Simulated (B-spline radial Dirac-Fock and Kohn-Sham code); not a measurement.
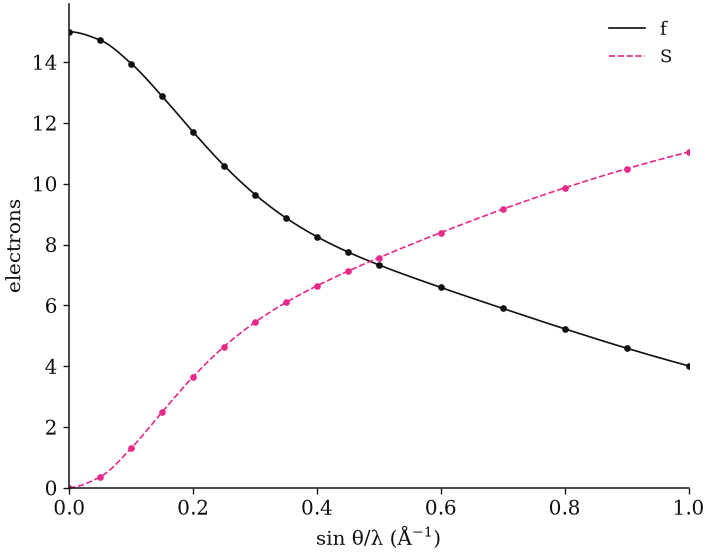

The X-ray form factor f and the incoherent scattering function S against sin θ/λ. Computed with a radial B-spline solver: the spherical Dirac–Fock density (average of configuration), S by Waller and Hartree.

Question: The nuclear charge is 17. What is the species?

Answer: Cl²⁺: f(0) = 15 electrons, so the charge is 17 − 15 = +2.
